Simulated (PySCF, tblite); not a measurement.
# C₅H₄NO radical: geometry, infrared bands and EPR parameters

Aim: predict the infrared bands and EPR parameters of C₅H₄NO radical (`C=[C]c1cnco1`).

The runs use tblite 0.8.0 and PySCF 2.14.0, with density-fitted response routines of our own; the level of theory stands in each step. All values are computed, except where a source is named. Atoms are numbered from 0 throughout.

### Step 1. The starting structure

11 atoms, charge 0, multiplicity 2; geometry from: force field or distance geometry start.

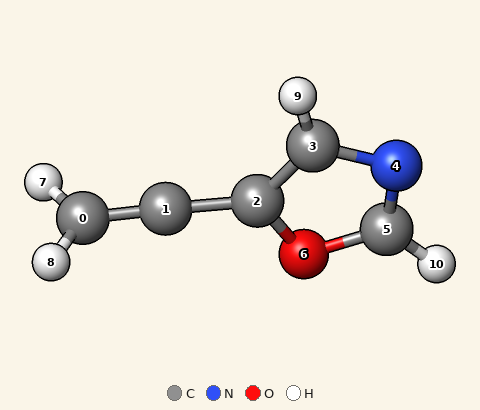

As it starts; carbon grey, nitrogen blue, oxygen red, hydrogen white, atoms numbered; sticks join atoms by distance.

### Step 2. Geometry optimisation with GFN2-xTB

The job: settings as JSON, then the geometry in Å.

```
{"job": {"kind": "relax", "xc": "GFN2-xTB", "basis": "xTB"}, "charge": 0, "multiplicity": 2}
C     -2.521400    -0.500800    -0.083600
C     -1.264500    -0.228000    -0.050800
C      0.132100     0.046700     0.007300
C      0.844700     1.219400     0.088700
N      2.187600     0.917800     0.109400
C      2.207900    -0.393700     0.009500
O      0.992900    -0.993000    -0.055600
H     -3.043500    -0.554800    -1.027400
H     -3.079100    -0.690700     0.830300
H      0.476800     2.226000     0.164700
H      3.072000    -1.046300    -0.018400
```

Run with:

```console
$ OMP_NUM_THREADS=1 python probes_run.py task.json out
```

One launch serves the whole session: the jobs run in the order shown.

Log:

```text
step      E/eV     max force
  0    -533.78490    4.229
  1    -533.94000    2.712
  2    -533.98371    1.219
  3    -533.99728    0.277
  4    -534.00325    0.269
  5    -534.00839    0.168
  6    -534.00912    0.106
  7    -534.00986    0.095
  8    -534.01042    0.074
  9    -534.01085    0.057
 10    -534.01119    0.050
 11    -534.01145    0.043
 12    -534.01168    0.056
 13    -534.01203    0.065
 14    -534.01264    0.086
 15    -534.01355    0.097
 16    -534.01440    0.081
 17    -534.01490    0.063
 18    -534.01523    0.059
 19    -534.01554    0.055
 20    -534.01593    0.064
 21    -534.01626    0.056
 22    -534.01645    0.030
 23    -534.01653    0.018
 24    -534.01658    0.021
 25    -534.01660    0.015
 26    -534.01661    0.005
```

It took 0.1 s on 1 thread of Intel Xeon 6975P-C, shared host.

Step by step:

```
step  energy from step 0 (eV)  largest force (eV/Å)
   0                   0.0000                4.2290
   1                  -0.1551                2.7119
   2                  -0.1988                1.2185
   3                  -0.2124                0.2771
   4                  -0.2183                0.2691
   5                  -0.2235                0.1676
   6                  -0.2242                0.1064
   7                  -0.2250                0.0954
   8                  -0.2255                0.0740
   9                  -0.2260                0.0567
  10                  -0.2263                0.0496
  11                  -0.2265                0.0428
  12                  -0.2268                0.0563
  13                  -0.2271                0.0648
  14                  -0.2277                0.0863
  15                  -0.2287                0.0969
  16                  -0.2295                0.0807
  17                  -0.2300                0.0631
  18                  -0.2303                0.0589
  19                  -0.2306                0.0547
  20                  -0.2310                0.0642
  21                  -0.2314                0.0562
  22                  -0.2315                0.0299
  23                  -0.2316                0.0181
  24                  -0.2317                0.0206
  25                  -0.2317                0.0151
  26                  -0.2317                0.0051
```

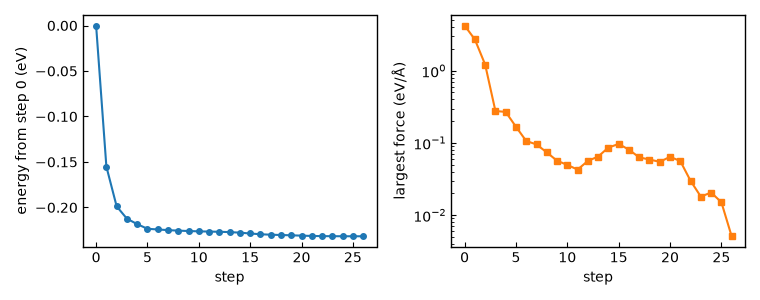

Energy and largest force along the relaxation.

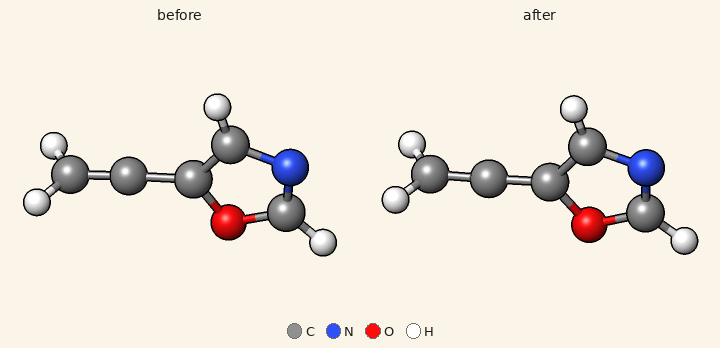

The geometry before (left) and after (right).

Distances of close pairs at the start and the end, largest changes first:

```
  bond  before (Å)  after (Å)  change (Å)
 C1–C2       1.425      1.340      -0.085
 C2–C3       1.375      1.418      +0.044
 C3–N4       1.377      1.342      -0.034
 C2–O6       1.351      1.377      +0.026
 N4–C5       1.315      1.298      -0.018
C5–H10       1.083      1.071      -0.012
 C5–O6       1.356      1.346      -0.011
 C3–H9       1.074      1.069      -0.006
```

The end geometry stands in the next job.

### Step 3. Infrared spectrum with GFN2-xTB

The job: settings as JSON, then the geometry in Å.

```
{"job": {"kind": "ir", "xc": "GFN2-xTB", "basis": "xTB"}, "charge": 0, "multiplicity": 2}
C     -2.496205    -0.467009    -0.081082
C     -1.222996    -0.274602    -0.044909
C      0.094178    -0.033659    -0.004065
C      0.817066     1.182462     0.096185
N      2.130425     0.904502     0.100812
C      2.222046    -0.386837     0.011463
O      1.042530    -1.031145    -0.056667
H     -3.054176    -0.489962    -1.009026
H     -3.085544    -0.617450     0.814980
H      0.433003     2.177980     0.159129
H      3.125098    -0.961609    -0.012783
```

Log:

```text
mode    cm-1     km/mol
  1     123.4      1.27
  2     141.3      0.56
  3     244.6      2.35
  4     430.5      0.04
  5     497.2      0.37
  6     585.2      1.49
  7     588.4     12.96
  8     621.2      7.86
  9     718.5      9.71
 10     746.7      0.37
 11     867.8     24.17
 12     901.8      9.27
 13     923.1     38.54
 14     940.2      3.41
 15    1074.9     39.33
 16    1092.3     10.65
 17    1146.3      7.49
 18    1200.8     55.59
 19    1299.3      6.86
 20    1313.2      8.17
 21    1418.1     13.24
 22    1475.7     84.78
 23    1973.5     74.11
 24    2994.1      8.96
 25    3010.1     19.71
 26    3187.4      0.69
 27    3201.4      6.87
```

Wall time 0.17 s (1 thread of Intel Xeon 6975P-C, shared host).

Which atoms move in the most intense modes:

```
cm⁻¹  km/mol                                atoms
 868    24.2            H7 38 %, H8 38 %, C0 21 %
 923    38.5                     O6 52 %, C3 24 %
1075    39.3  O6 31 %, C5 20 %, H9 19 %, H10 18 %
1201    55.6            C2 40 %, C3 14 %, O6 13 %
1418    13.2   C2 27 %, H8 24 %, H7 24 %, C0 20 %
1476    84.8                     C5 48 %, N4 37 %
1974    74.1                     C1 66 %, C0 23 %
3010    19.7                     H8 49 %, H7 47 %
```

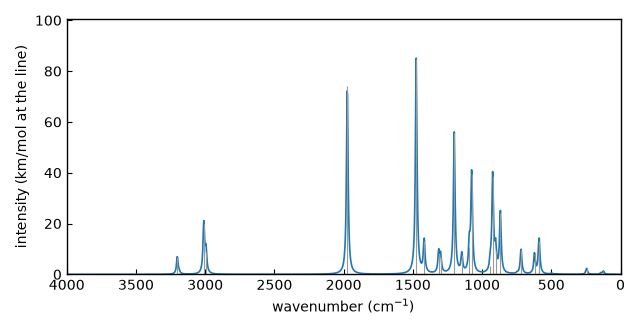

The infrared spectrum from these modes, unscaled. Lines are broadened to a width of 14 cm⁻¹ (Lorentzian).

### Step 4. EPR parameters: B3LYP/pcH-1

The job, as its differences from that of step 3:

```diff
@@ -1,2 +1,2 @@
-{"job": {"kind": "ir", "xc": "GFN2-xTB", "basis": "xTB"}, "charge": 0, "multiplicity": 2}
+{"job": {"kind": "epr", "basis": "pcH-1"}, "charge": 0, "multiplicity": 2}
 C     -2.496205    -0.467009    -0.081082
```

Level: UKS B3LYP, pcH-1 on C H N O, non-relativistic, mean-field spin-orbit, GIAO.

Log:

```text
UKS, coarse grid
  cycle   1  E = -322.75736511  |g| = 3.99e-01
  cycle   2  E = -322.69514733  |g| = 5.80e-01
  cycle   3  E = -322.82068387  |g| = 5.55e-02
  cycle   4  E = -322.82204913  |g| = 2.53e-02
  cycle   5  E = -322.82235910  |g| = 1.37e-02
  cycle   6  E = -322.82246665  |g| = 7.01e-03
  cycle   7  E = -322.82251218  |g| = 2.74e-03
  cycle   8  E = -322.82252326  |g| = 1.52e-03
  cycle   9  E = -322.82252442  |g| = 5.23e-04
UKS, final grid
  cycle   1  E = -322.82250403  |g| = 8.31e-04
  cycle   2  E = -322.82250330  |g| = 1.64e-03
  cycle   3  E = -322.82250448  |g| = 1.25e-04
  cycle   4  E = -322.82250452  |g| = 1.29e-04
  cycle   5  E = -322.82250455  |g| = 5.17e-05
  cycle   6  E = -322.82250455  |g| = 1.52e-05
E = -322.82250455 Eh   <S^2> = 0.7758 (exact 0.7500)
g shifts (ppm)      1          2          3
  rmc          -153       -153       -153
  gc             39         -2         33
  oz_so        -167        -22        806
  total        -281       -177        686
hyperfine (MHz)  atom isotope    a_iso     a_fc   dipolar eigenvalues
    0   13C     -41.53     -41.53     -9.79      2.44      7.35
    1   13C      50.27      50.27    -53.59    -40.34     93.92
    2   13C     -48.23     -48.23    -24.98      9.99     14.99
    3   13C      43.74      43.74    -36.85    -36.10     72.95
    4   14N      -6.13      -6.13     -6.75      3.24      3.51
    5   13C      30.38      30.38    -27.56    -25.59     53.16
    6   17O      -6.37      -6.37    -15.23      6.27      8.96
    7    1H     112.12     112.12     -3.01     -2.27      5.28
    8    1H     112.21     112.21     -3.02     -2.27      5.29
    9    1H     -31.43     -31.43    -16.42     -1.21     17.63
   10    1H     -24.55     -24.55    -13.17     -0.84     14.01
```

It took 24 s on 1 thread of Intel Xeon 6975P-C, shared host; peak memory 0.82 GiB.

Principal g values 2.00204, 2.00214, 2.00300; g(iso) = 2.00240, against 2.00232 for a free electron.

Mean a(iso) over the nuclei that a row names, and the largest dipolar term of the row (other rows stand at the frozen geometry):

```
nuclei  isotope  a(iso) (MHz)  a(iso) (G, at g = 2.0023)  largest dipolar term (MHz)
H7, H8       1H         112.2                       40.0                         5.3
    C1      13C          50.3                       17.9                        93.9
    C2      13C         -48.2                      -17.2                       -25.0
    C3      13C          43.7                       15.6                        72.9
    C0      13C         -41.5                      -14.8                        -9.8
    H9       1H         -31.4                      -11.2                        17.6
    C5      13C          30.4                       10.8                        53.2
   H10       1H         -24.6                       -8.8                        14.0
    O6      17O          -6.4                       -2.3                       -15.2
    N4      14N          -6.1                       -2.2                        -6.7
```

Mulliken spin populations:

```
atom  value (e)
  C0      -0.11
  C1       0.59
  C2      -0.20
  C3       0.43
  N4      -0.11
  C5       0.29
  O6       0.03
  H7       0.05
  H8       0.05
  H9      -0.02
 H10      -0.02
```

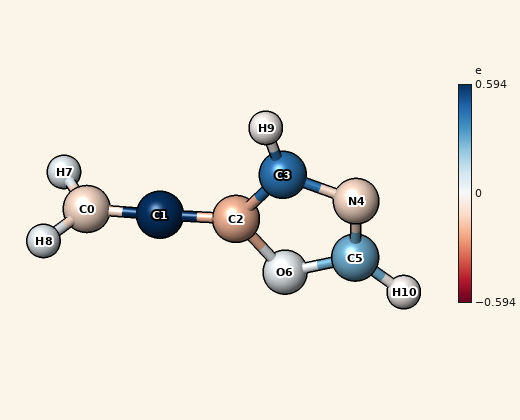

Mulliken spin populations, as colours on the atoms.

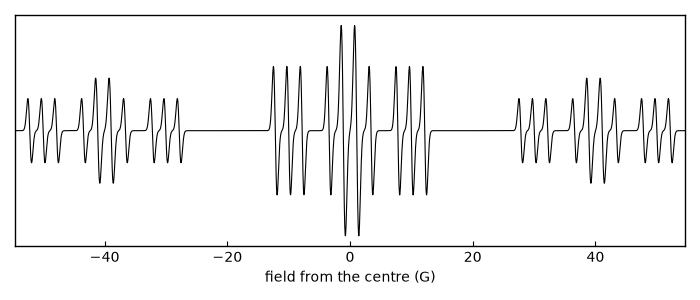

First-order isotropic spectrum (first derivative, main isotopes with spin only, couplings over 0.8 MHz, Gaussian width 0.3 G; couplings of the frozen geometry, rotation of groups not averaged beyond the rows shown).

The fields below are evaluated on a grid from the run's orbitals.

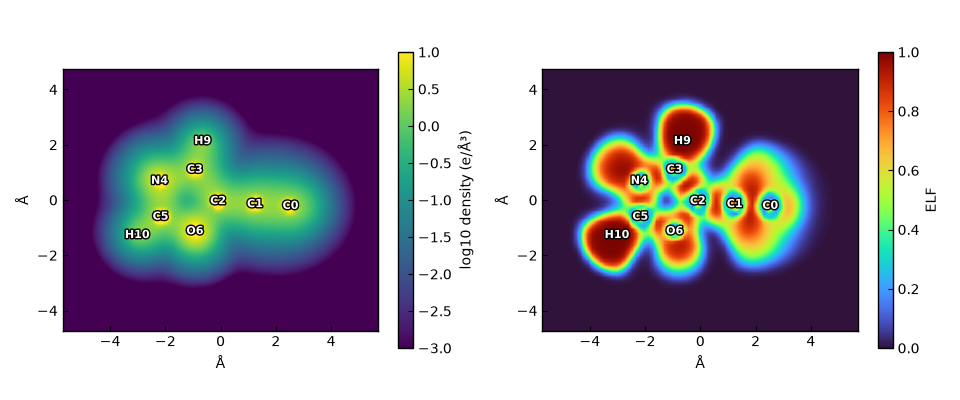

Density (left) and ELF (right) in a plane through or near 9 of the atoms.

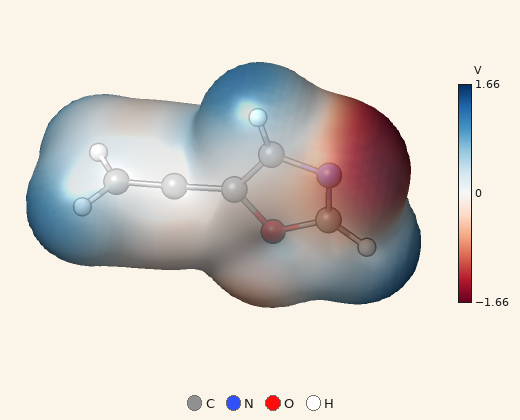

Electrostatic potential on the surface of density 0.002 e/bohr³; red is low, blue high. It runs from -1.66 V near N4 to 1.34 V near H10.

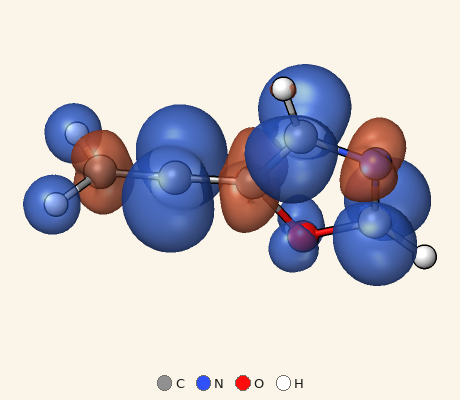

Spin density at ±0.02 e/Å³ (alpha excess blue, beta excess red).

### Step 5. Summary of results

```
                                 quantity                    value
strongest single infrared mode (GFN2-xTB)     1476 cm⁻¹, 85 km/mol
             zero-point energy (GFN2-xTB)            46.8 kcal/mol
                           g(iso) (B3LYP)                  2.00240
                                     ⟨S²⟩       0.776 (exact 0.75)
       largest a(iso) (averaged by class)  1H on H7, H8, 112.2 MHz
    surface potential, least and greatest       -1.66 V and 1.34 V
```

**Reading.** Relaxing lowered the energy by 0.232 eV in 26 steps; the close pair that moved most is C1–C2, from 1.425 to 1.340 Å. All 27 modes are real, so the xTB geometry is a minimum. The strongest single mode, at 1476 cm⁻¹, moves mainly C5 and N4. GFN2-xTB is a fitted tight-binding method: band positions and strengths are rough. Its intensities can rank the bands wrongly. The largest spin populations lie on C1 (0.59 e), C3 (0.43 e). The isotropic g lies 0.1 ppt above the free-electron value.
